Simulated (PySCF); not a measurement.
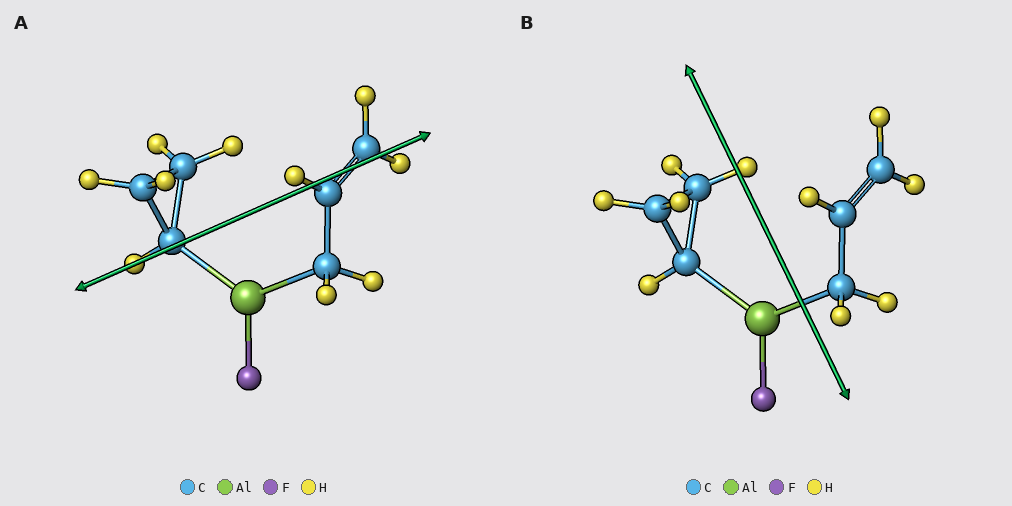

The double arrows show the directions of two transition dipoles from the ground state (lengths mean nothing). The geometry was computed by an optimisation with GFN2-xTB. No frequency run is at hand to confirm it as a minimum. Level of theory: TDDFT PBE0/def2-SVPD, vertical, gas phase, core orbitals frozen in the response (PySCF 2.14.0).

One belongs to singlet state 2 and one to singlet state 7. Which is which?

A: state 2, 5.45 eV (227 nm), oscillator strength 0.077, mainly HOMO → LUMO+1 (weight 0.96).
B: state 7, 6.91 eV (180 nm), oscillator strength 0.15, mainly HOMO−2 → LUMO (weight 0.68).

The geometry is semi-empirical. Around Al such bond lengths and angles can be off by a tenth of an ångström or more and by several degrees, and values that hang on the shape move with them.
